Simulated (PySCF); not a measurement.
C3H5AlClF: geometry relaxation

- system: C3H5AlClF, SMILES C=C[CH2][Al]([F])[Cl]
- method: PBE0-D3(BJ)/def2-SVP geometry optimisation, gas phase (PySCF 2.14.0)

It belongs to a series of runs on one base structure; here: H on Al replaced by Cl.

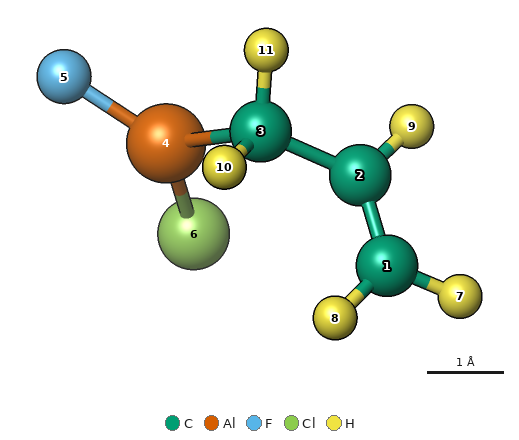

*The input geometry (ball-and-stick view, seen at a tilt; atoms are numbered from 1 in the order of the input). Sticks mark near contacts.*

Bond lengths as drawn: Al–C 2.05 Å, Al–Cl 2.02 Å, Al–F 1.62 Å, C–C 1.29 to 1.47 Å and C–H 1.07 to 1.11 Å.

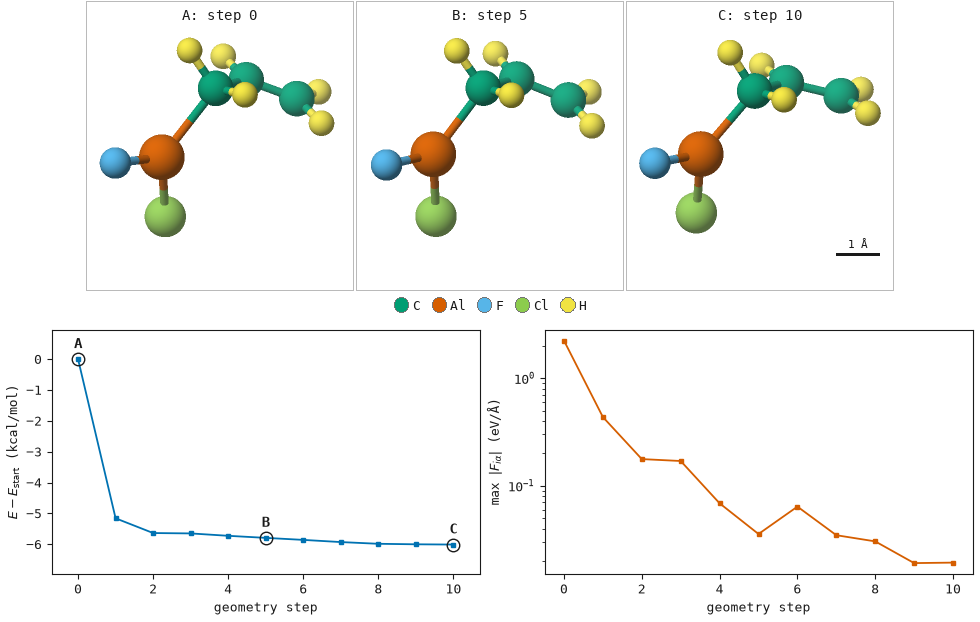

*Frames of the relaxation (ball-and-stick view, seen at a tilt) above the curves, on which the letters mark them (steps are counted from 0).*

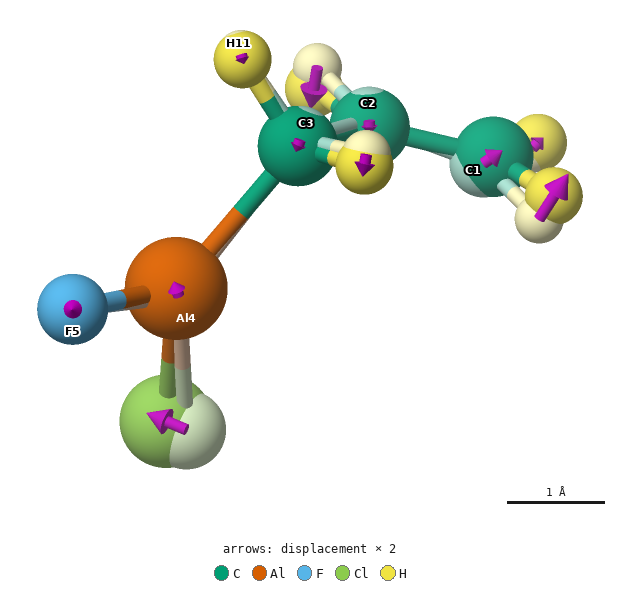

*Start (faint) and end (solid) with the displacements as pink arrows, magnified 2 times (ball-and-stick view, seen at a tilt). The two geometries are laid on each other by the best rigid fit.*

After 10 geometry steps the energy has fallen by 6.01 kcal/mol. Largest force component: 2.2 eV/Å at the start, 0.019 eV/Å at the end. H8 moves most after the best rigid fit: 0.29 Å. By element the largest moves are H 0.29 Å, Cl 0.24 Å, C 0.12 Å, F 0.09 Å, Al 0.09 Å. Among the contacts that change: C3–Al4 2.052 → 1.946 Å, Al4–Cl6 2.022 → 2.091 Å, C1–C2 1.292 → 1.336 Å, Al4–F5 1.621 → 1.662 Å. Among the angles that change: F5–Al4–Cl6 120.1° → 116.4°, C3–Al4–F5 116.4° → 119.9°, H7–C1–H8 114.6° → 117.1°. (Atoms are counted from 1 in the order of the input.)

The input and output of the run follow.

### The input
```
{"job": {"xc": "PBE0", "basis": "def2-SVP", "d3": "d3bj", "grid": 1, "shake": 0.01, "kind": "geom"}, "charge": 0, "multiplicity": 1}
C     -1.771150    -0.003080    -0.559380
C     -0.829650    -0.620030     0.074020
C      0.213570     0.044360     0.877570
Al     1.932720     0.317530    -0.209180
F      3.259770     0.721260     0.630460
Cl     2.023370     0.134200    -2.221100
H     -2.527720    -0.502730    -1.135890
H     -1.860260     1.102510    -0.540290
H     -0.765000    -1.689920     0.036020
H     -0.115260     1.019750     1.253190
H      0.477720    -0.549680     1.778910
```

The first line tells a small driver script what to run in PySCF; the rest is the geometry in Å.

Run as:
```bash
OMP_NUM_THREADS=1 python <driver script> task.json out
```

### The program's output
```
step   0  E = -919.03869802  max force = 0.043471
step   1  E = -919.04691663  max force = 0.008465
step   2  E = -919.04767812  max force = 0.003442
step   3  E = -919.04769780  max force = 0.003304
step   4  E = -919.04782091  max force = 0.001335
step   5  E = -919.04792767  max force = 0.000692
step   6  E = -919.04803200  max force = 0.001245
step   7  E = -919.04814455  max force = 0.000675
step   8  E = -919.04823365  max force = 0.000591
step   9  E = -919.04825961  max force = 0.000371
step  10  E = -919.04827298  max force = 0.000375
optimisation converged
```

### Trajectory as extended XYZ (Å, eV, eV/Å), 9 of the 11 frames kept, from step=0 to step=10
```
11
Properties=species:S:1:pos:R:3:forces:R:3 step=0 energy=-25008.31678
C    -1.7712   -0.0031   -0.5594   -2.0126   2.1903  -1.2711
C    -0.8296   -0.6200    0.0740    1.7519  -0.5537   1.3845
C     0.2136    0.0444    0.8776    1.4715  -0.1828  -0.1503
Al    1.9327    0.3175   -0.2092   -2.2353  -0.3186   1.5157
F     3.2598    0.7213    0.6305    1.2175   0.3690   0.5769
Cl    2.0234    0.1342   -2.2211    0.1036  -0.1249  -1.3051
H    -2.5277   -0.5027   -1.1359   -0.4116  -0.4477  -0.3845
H    -1.8603    1.1025   -0.5403    0.0757  -0.4194   0.0551
H    -0.7650   -1.6899    0.0360   -0.0167  -0.9487  -0.1392
H    -0.1153    1.0197    1.2532   -0.0024   0.3131  -0.0364
H     0.4777   -0.5497    1.7789    0.0583   0.1235  -0.2454
11
Properties=species:S:1:pos:R:3:forces:R:3 step=1 energy=-25008.54042
C    -1.7679   -0.1253   -0.5855    0.2166  -0.1839   0.2245
C    -0.7649   -0.7430    0.0542   -0.2227   0.1029  -0.1681
C     0.2778   -0.0746    0.8852   -0.0336   0.3642  -0.0449
Al    1.7929    0.6254   -0.1330    0.4353  -0.2954   0.1794
F     3.1668    1.1615    0.6668   -0.4350  -0.0535  -0.2195
Cl    1.8952    0.5855   -2.2242   -0.0284   0.0883   0.0753
H    -2.4940   -0.6809   -1.1808    0.0049  -0.0238  -0.0434
H    -1.9019    0.9577   -0.5184   -0.0343   0.0813  -0.0124
H    -0.6773   -1.8326   -0.0479    0.0327   0.0295  -0.0269
H    -0.1326    0.8320    1.3763    0.0017  -0.1230   0.0206
H     0.6521   -0.7233    1.6923    0.0629   0.0134   0.0153
11
Properties=species:S:1:pos:R:3:forces:R:3 step=2 energy=-25008.56114
C    -1.7794   -0.1236   -0.5809    0.0606   0.0251   0.0916
C    -0.7679   -0.7215    0.0556    0.0113  -0.1049  -0.0189
C     0.2828   -0.0642    0.8863   -0.1209   0.1755   0.0036
Al    1.8128    0.5708   -0.1321    0.1770  -0.0193   0.0131
F     3.1595    1.1479    0.6636   -0.1398  -0.0594  -0.0740
Cl    1.8880    0.6004   -2.2221   -0.0007   0.0164   0.0313
H    -2.4778   -0.7037   -1.1877   -0.0230   0.0282  -0.0035
H    -1.9451    0.9578   -0.5178   -0.0052  -0.0160  -0.0138
H    -0.6683   -1.8085   -0.0553    0.0298  -0.0134  -0.0433
H    -0.1124    0.8433    1.3822    0.0200  -0.0106   0.0005
H     0.6538   -0.7164    1.6932   -0.0090  -0.0217   0.0133
11
Properties=species:S:1:pos:R:3:forces:R:3 step=4 energy=-25008.56503
C    -1.7820   -0.1207   -0.5664   -0.0635  -0.0026  -0.0157
C    -0.7651   -0.7282    0.0495    0.0192   0.0442   0.0100
C     0.2760   -0.0546    0.8794    0.0008  -0.0687   0.0373
Al    1.8228    0.5420   -0.1376   -0.0366   0.0467  -0.0193
F     3.1488    1.1339    0.6675    0.0576  -0.0216   0.0189
Cl    1.9065    0.5887   -2.2251    0.0079  -0.0171  -0.0025
H    -2.4890   -0.6788   -1.1845    0.0043  -0.0084   0.0110
H    -1.9467    0.9588   -0.4790    0.0036  -0.0001   0.0062
H    -0.6501   -1.8119   -0.0803    0.0179   0.0099  -0.0296
H    -0.1181    0.8554    1.3684    0.0003   0.0160  -0.0304
H     0.6430   -0.7024    1.6933   -0.0117   0.0017   0.0143
11
Properties=species:S:1:pos:R:3:forces:R:3 step=5 energy=-25008.56793
C    -1.7963   -0.1162   -0.5628   -0.0277  -0.0196   0.0147
C    -0.7665   -0.7133    0.0424    0.0343   0.0055   0.0145
C     0.2750   -0.0465    0.8770   -0.0065  -0.0187   0.0121
Al    1.8321    0.5394   -0.1339   -0.0327   0.0086  -0.0095
F     3.1715    1.0985    0.6733    0.0356  -0.0114   0.0176
Cl    1.9253    0.5808   -2.2210    0.0025  -0.0088  -0.0060
H    -2.4930   -0.6897   -1.1783   -0.0137   0.0227  -0.0037
H    -1.9827    0.9590   -0.4671    0.0079  -0.0068   0.0048
H    -0.6402   -1.7940   -0.1010    0.0150   0.0046  -0.0309
H    -0.1149    0.8645    1.3672   -0.0037   0.0159  -0.0237
H     0.6357   -0.7003    1.6893   -0.0111   0.0080   0.0100
11
Properties=species:S:1:pos:R:3:forces:R:3 step=6 energy=-25008.57077
C    -1.8132   -0.1135   -0.5533   -0.0115   0.0508   0.0452
C    -0.7652   -0.7003    0.0307    0.0084  -0.0640  -0.0146
C     0.2720   -0.0350    0.8712   -0.0059   0.0039  -0.0053
Al    1.8436    0.5306   -0.1306   -0.0328  -0.0213  -0.0067
F     3.1929    1.0552    0.6827    0.0284   0.0091   0.0215
Cl    1.9547    0.5573   -2.2167   -0.0022  -0.0029  -0.0109
H    -2.5101   -0.6799   -1.1753    0.0183  -0.0139   0.0046
H    -2.0170    0.9553   -0.4292    0.0005   0.0137   0.0022
H    -0.6193   -1.7751   -0.1371    0.0159  -0.0021  -0.0272
H    -0.1174    0.8783    1.3568   -0.0056   0.0151  -0.0175
H     0.6250   -0.6905    1.6859   -0.0135   0.0116   0.0087
11
Properties=species:S:1:pos:R:3:forces:R:3 step=8 energy=-25008.57626
C    -1.8597   -0.0994   -0.5051   -0.0010  -0.0009   0.0143
C    -0.7573   -0.6711   -0.0131   -0.0099  -0.0004  -0.0017
C     0.2641   -0.0066    0.8457    0.0304  -0.0138  -0.0220
Al    1.8786    0.4929   -0.1233   -0.0035  -0.0122   0.0106
F     3.2301    0.9758    0.7136   -0.0019   0.0230   0.0073
Cl    2.0483    0.4528   -2.2057   -0.0047  -0.0069  -0.0090
H    -2.5448   -0.6507   -1.1529    0.0027  -0.0055  -0.0010
H    -2.1175    0.9403   -0.2771   -0.0007   0.0023  -0.0023
H    -0.5533   -1.7164   -0.2796    0.0003   0.0023  -0.0072
H    -0.1313    0.9183    1.3025    0.0088   0.0097   0.0051
H     0.5887   -0.6536    1.6801   -0.0206   0.0025   0.0059
11
Properties=species:S:1:pos:R:3:forces:R:3 step=9 energy=-25008.57696
C    -1.8696   -0.0984   -0.4924    0.0018  -0.0086   0.0022
C    -0.7552   -0.6662   -0.0235   -0.0129   0.0151   0.0028
C     0.2649   -0.0031    0.8382    0.0191  -0.0144  -0.0188
Al    1.8870    0.4851   -0.1220    0.0122   0.0030   0.0095
F     3.2305    0.9819    0.7203   -0.0120   0.0122  -0.0025
Cl    2.0713    0.4199   -2.2030   -0.0016  -0.0108  -0.0012
H    -2.5538   -0.6457   -1.1447   -0.0018  -0.0012  -0.0008
H    -2.1370    0.9336   -0.2416   -0.0014  -0.0008  -0.0030
H    -0.5413   -1.7034   -0.3127   -0.0002   0.0022   0.0005
H    -0.1305    0.9255    1.2876    0.0111   0.0059   0.0083
H     0.5798   -0.6470    1.6788   -0.0143  -0.0026   0.0030
11
Properties=species:S:1:pos:R:3:forces:R:3 step=10 energy=-25008.57733
C    -1.8830   -0.0962   -0.4762    0.0033  -0.0057  -0.0084
C    -0.7538   -0.6584   -0.0370   -0.0114   0.0193   0.0024
C     0.2673   -0.0001    0.8275   -0.0054  -0.0018  -0.0085
Al    1.8991    0.4749   -0.1204    0.0192   0.0136   0.0033
F     3.2267    1.0039    0.7280   -0.0138  -0.0035  -0.0093
Cl    2.1065    0.3636   -2.1976    0.0036  -0.0140   0.0100
H    -2.5677   -0.6379   -1.1328   -0.0040   0.0018   0.0006
H    -2.1619    0.9255   -0.1969   -0.0007  -0.0014  -0.0044
H    -0.5296   -1.6851   -0.3547   -0.0004   0.0008   0.0076
H    -0.1247    0.9338    1.2694    0.0092  -0.0007   0.0102
H     0.5670   -0.6417    1.6757    0.0003  -0.0085  -0.0035
```

### Key numbers

| quantity | value |
| --- | --- |
| outcome | converged |
| total energy | −919.048273 hartree |
| dipole moment | 1.83 D |
| point group | C1 |
| hardware | 1 CPU thread, shared host |
| wall time | 84 s |
| peak memory | 0.51 GiB |
